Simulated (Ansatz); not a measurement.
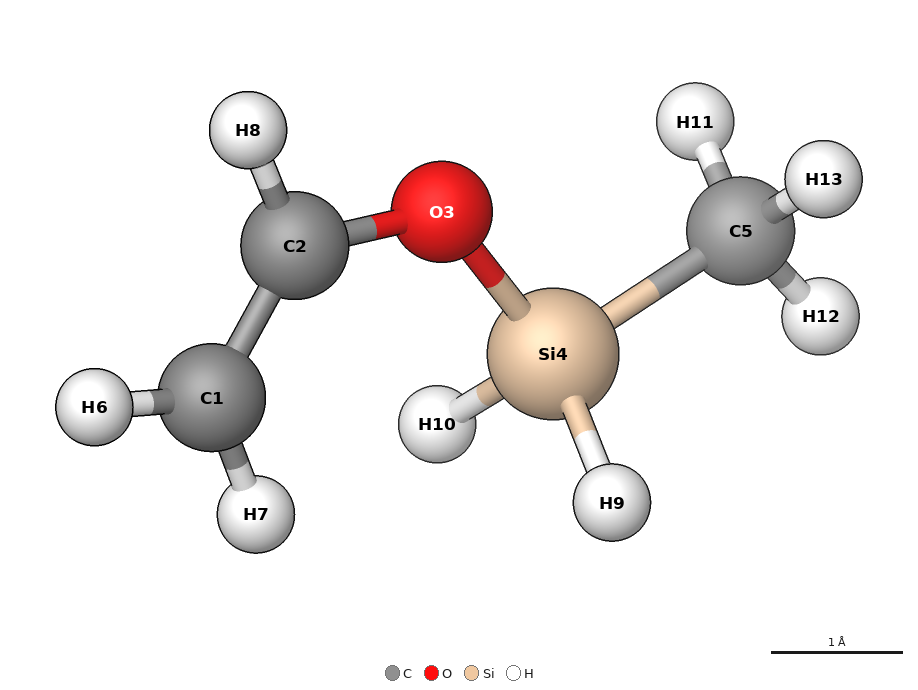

The geometry was computed by an optimisation with PBE0-D4/def2-TZVP. No frequency run is at hand to confirm it as a minimum.

Give the bond lengths.

```tsv
bond	length (Å)	order
C1–C2	1.327	double
C1–H6	1.081	single
C1–H7	1.084	single
C2–O3	1.349	single
C2–H8	1.086	single
O3–Si4	1.664	single
Si4–C5	1.853	single
Si4–H9	1.488	single
Si4–H10	1.488	single
C5–H11	1.092	single
C5–H12	1.093	single
C5–H13	1.092	single
```
